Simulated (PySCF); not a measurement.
**Frequency calculation of CH6AlN**

- system: CH6AlN, SMILES C[NH][AlH2]
- method: HF/6-31G**, RHF (PySCF 2.14.0)

The geometry was optimised with HF/6-31G** symmetrised.

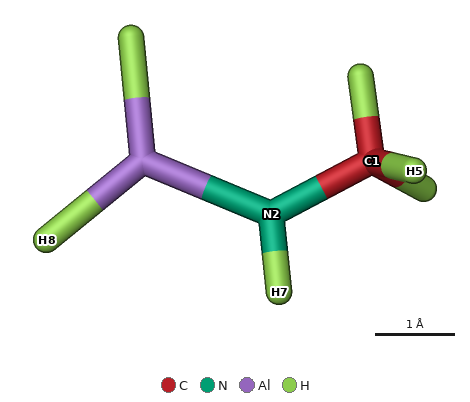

Fig. 1: The structure as given in the input (stick view, seen on its broad side; atoms are numbered from 1 in the order of the input). Sticks mark near contacts.

Input file (input.py):
```python
# C[NH][AlH2]
import numpy
from pyscf import gto, scf, symm
from pyscf.hessian import thermo

mol = gto.M(
    atom='mol.xyz',
    verbose=4,
    basis='6-31g**',
    max_memory=1860,
    cart=True,
)

calc0 = scf.RHF(mol)
calc0.kernel()

e_final = calc0.e_tot
print('E(%s) = %.9f' % ('HF', e_final))
hess = calc0.Hessian().kernel()
modes = thermo.harmonic_analysis(mol, hess)
print('frequencies (1/cm)', numpy.round(modes['freq_wavenumber'], 1))
symm.geom.TOLERANCE = 1e-3  # for the symmetry number
th = thermo.thermo(calc0, modes['freq_au'], 350, 101325)
thermo.dump_thermo(mol, th)
```

File mol.xyz:
```
9

C     -0.539003     1.299146    -1.071381
N      0.193771     0.115936    -0.665527
Al     0.180879    -0.729912     0.890899
H     -1.211308     1.097851    -1.909931
H      0.119046     2.108397    -1.364137
H     -1.148341     1.657054    -0.248541
H      0.769171    -0.233619    -1.403142
H      1.092983    -2.013517     1.039566
H     -0.733413    -0.169007     2.052775
```

Run on 1 thread of Intel Xeon @ 2.50GHz (Skylake/Cascade Lake), 189 GiB of memory available, shared host.

Command:
```bash
OMP_NUM_THREADS=1 python input.py
```

Log:
```
PySCF version 2.14.0

[INPUT] num. atoms = 9
[INPUT] num. electrons = 32
[INPUT] charge = 0
[INPUT] spin (= nelec alpha-beta = 2S) = 0
[INPUT] symmetry False subgroup None
[INPUT] Mole.unit = angstrom
[INPUT] Cartesian GTO integrals (6d 10f)
[INPUT] Symbol           X                Y                Z      unit          X                Y                Z       unit  Magmom
[INPUT]  1 C     -0.539003000000   1.299146000000  -1.071381000000 AA   -1.018568050319   2.455030135824  -2.024616665063 Bohr   0.0
[INPUT]  2 N      0.193771000000   0.115936000000  -0.665527000000 AA    0.366174120883   0.219087287978  -1.257663758503 Bohr   0.0
[INPUT]  3 Al     0.180879000000  -0.729912000000   0.890899000000 AA    0.341811771685  -1.379333775034   1.683555114649 Bohr   0.0
[INPUT]  4 H     -1.211308000000   1.097851000000  -1.909931000000 AA   -2.289040372495   2.074637715580  -3.609246506817 Bohr   0.0
[INPUT]  5 H      0.119046000000   2.108397000000  -1.364137000000 AA    0.224964336225   3.984292891855  -2.577845326386 Bohr   0.0
[INPUT]  6 H     -1.148341000000   1.657054000000  -0.248541000000 AA   -2.170049987609   3.131378233615  -0.469674420726 Bohr   0.0
[INPUT]  7 H      0.769171000000  -0.233619000000  -1.403142000000 AA    1.453522532958  -0.441475927495  -2.651554093874 Bohr   0.0
[INPUT]  8 H      1.092983000000  -2.013517000000   1.039566000000 AA    2.065438528805  -3.804995677156   1.964495028410 Bohr   0.0
[INPUT]  9 H     -0.733413000000  -0.169007000000   2.052775000000 AA   -1.385949706196  -0.319376943134   3.879182545354 Bohr   0.0

nuclear repulsion = 100.680002246218
number of shells = 38
number of NR pGTOs = 150
number of NR cGTOs = 79
basis = 6-31g**
ecp = {}

******** <class 'pyscf.scf.hf.RHF'> ********
method = RHF
initial guess = minao
damping factor = 0
level_shift factor = 0
DIIS = <class 'pyscf.scf.diis.CDIIS'>
diis_start_cycle = 1
diis_space = 8
diis_damp = 0
SCF conv_tol = 1e-09
SCF conv_tol_grad = None
SCF max_cycles = 50
direct_scf = True
direct_scf_tol = 1e-13
Set gradient conv threshold to 3.16228e-05
Initial guess from minao.
init E= -337.724923650901
  HOMO = -0.259774771893866  LUMO = 0.0244117935191595  gap/eV = 7.73311
cycle= 1 E= -337.692901625484  delta_E= 0.032  |g|= 0.325  |ddm|= 2.39
  HOMO = -0.342055182279578  LUMO = 0.0726557175670282  gap/eV = 11.28486
cycle= 2 E= -337.724982357713  delta_E= -0.0321  |g|= 0.129  |ddm|= 0.366
  HOMO = -0.375867089160453  LUMO = 0.071639349597123  gap/eV = 12.17727
cycle= 3 E= -337.728996516918  delta_E= -0.00401  |g|= 0.0488  |ddm|= 0.131
  HOMO = -0.363084424743404  LUMO = 0.0752249035803176  gap/eV = 11.92700
cycle= 4 E= -337.729665076163  delta_E= -0.000669  |g|= 0.00592  |ddm|= 0.0528
  HOMO = -0.364653256406851  LUMO = 0.0751600425547299  gap/eV = 11.96793
cycle= 5 E= -337.729677203809  delta_E= -1.21e-05  |g|= 0.00164  |ddm|= 0.00758
  HOMO = -0.364447437582406  LUMO = 0.0750998381230534  gap/eV = 11.96069
cycle= 6 E= -337.729678338185  delta_E= -1.13e-06  |g|= 0.00033  |ddm|= 0.00245
  HOMO = -0.364482780425568  LUMO = 0.0751000393798522  gap/eV = 11.96166
cycle= 7 E= -337.729678392318  delta_E= -5.41e-08  |g|= 8.46e-05  |ddm|= 0.000525
  HOMO = -0.364474567040639  LUMO = 0.0751123590038425  gap/eV = 11.96177
cycle= 8 E= -337.729678397584  delta_E= -5.27e-09  |g|= 2.29e-05  |ddm|= 0.000178
  HOMO = -0.364471720878521  LUMO = 0.075112589635375  gap/eV = 11.96170
cycle= 9 E= -337.72967839814  delta_E= -5.56e-10  |g|= 6.34e-06  |ddm|= 6.18e-05
  HOMO = -0.364471782274075  LUMO = 0.0751128217457451  gap/eV = 11.96171
Extra cycle  E= -337.729678398171  delta_E= -3.09e-11  |g|= 2.94e-06  |ddm|= 1.15e-05
converged SCF energy = -337.729678398171
E(HF) = -337.729678398
frequencies (1/cm) [ 171.3  245.1  269.8  579.9  607.5  657.5  747.2  843.9 1172.1 1214.6
 1246.2 1532.1 1599.9 1625.7 1652.3 2015.4 2020.3 3123.7 3215.1 3251.4
 3812. ]
temperature 350.0000 [K]
pressure 101325.00 [Pa]
Rotational constants [GHz] 36.79019 5.06921 4.58109
Symmetry number 1
Zero-point energy (ZPE) 0.07200 [Eh]   189027.559 [J/mol]
                           tot       elec      trans        rot        vib
Entropy [J/mol/K]       302.747      0.000    162.942    100.099     39.705
Cv [J/mol/K]             77.059      0.000     12.472     12.472     52.115
Cp [J/mol/K]             85.373      0.000     20.786     12.472     52.115
Internal energy [J/mol]                      4365.091   4365.091 197409.703
Internal energy [Eh]   -337.65116  -337.72968
Enthalpy [J/mol]                             7275.152   4365.091 197409.703
Enthalpy [Eh]          -337.65006
Gibbs free energy [J/mol]                  -49754.697 -30669.584 183512.880
Gibbs free energy [Eh] -337.69041
```

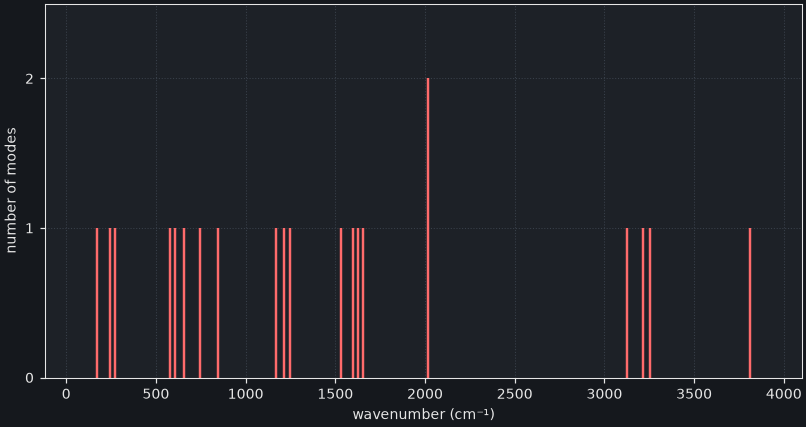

Fig. 2: Harmonic vibrational wavenumbers from the force constants; neighbouring modes closer than 17 cm⁻¹ are counted in one stick. 21 modes from 171 to 3812 cm⁻¹, none imaginary.

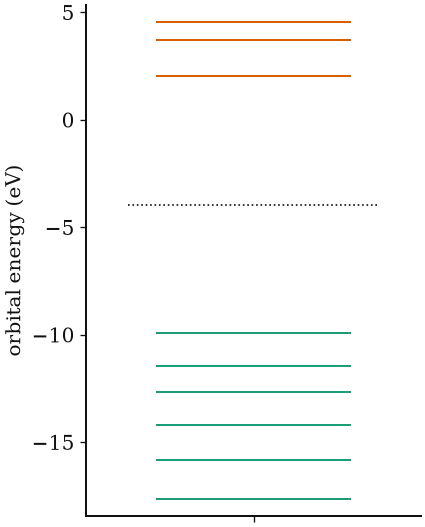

Fig. 3: Orbital energies near the frontier; the dotted line parts filled from empty levels, and levels within 0.02 eV of each other stand side by side. Highest filled −9.92 eV, lowest empty 2.04 eV, 11.96 eV apart.

Summary:

- outcome: converged
- total energy: −337.729678 hartree
- basis functions: 79
- HOMO: −9.92 eV
- LUMO: 2.04 eV
- zero-point energy: 0.071997 hartree
- dipole moment: 1.07 D
- wavenumbers, lowest and highest: 171 and 3812 cm⁻¹
- wall time: 2.4 min
- peak memory: 0.16 GiB
